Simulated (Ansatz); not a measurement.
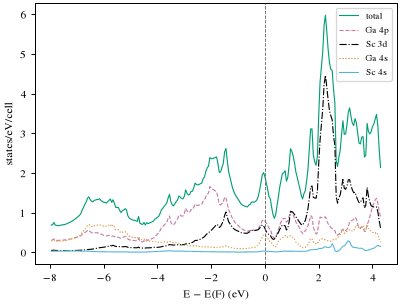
*Total and projected density of states of ScGa3 (Cu3Au type, Pm-3m), PBEsol in the plane-wave PAW code Ansatz*

Problem. Which orbitals carry the states next to the Fermi level?

Solution. Within 0.5 eV of the Fermi level: Ga 4p 42 %, Sc 3d 36 %, Ga 4s 17 %. Projections are on Löwdin-orthogonalised atomic valence shells; empty p or d shells of many metals are not among them.

Problem. Where is the tallest occupied peak in this window, and what makes it?

Solution. Near -1.4 eV, about 2.6 states/eV per cell; the largest projected share is Ga 4p.

The workflow started from an entry of the Crystallography Open Database (COD). Its standing as an ambient phase is unchecked. The cell was relaxed with PBEsol under the symmetry of its start; of distortions, only those at the zone centre were tested. The run is not spin-polarised. Scalar-relativistic: spin–orbit coupling is off unless named, which matters more the heavier the elements.

Potentials: the later of the program's two PAW sets.
